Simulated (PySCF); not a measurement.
In(H)(OH)2(SH2), H₅InO₂S, singlet at its B3LYP/def2-SVP optimised geometry (Å):

```
9

In    -1.0622    -0.7826     0.0000
H     -1.8413    -1.6915     1.2350
O     -0.7716    -1.3276    -1.9341
H     -1.1481    -2.1898    -2.1558
O     -0.7031     1.2197     0.0000
H     -1.0953     1.6915     0.7469
S      1.8413    -0.7826     0.0000
H      1.4589    -1.0388    -1.2810
H      1.4139     0.5107    -0.0706
```

Method: B3LYP/def2-TZVP, def2 effective core potentials past Kr (PySCF). The core electrons that the potentials of In replace are not part of the density. Cells within 0.4 Å of a nucleus heavier than hydrogen are left out (blank, or x).

Map of the deformation density (molecule minus spherical neutral atoms) (e/bohr³) on the plane z = 0.0 Å:

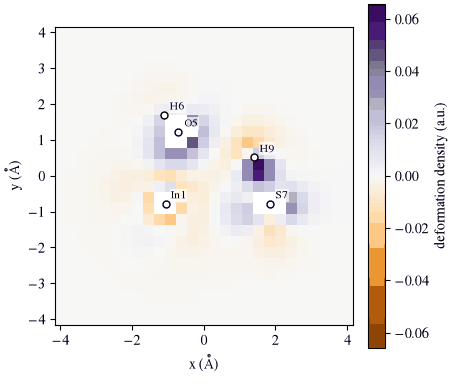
Fig. 1. Deformation density (molecule minus spherical neutral atoms) (e/bohr³) on the plane z = 0.0 Å.
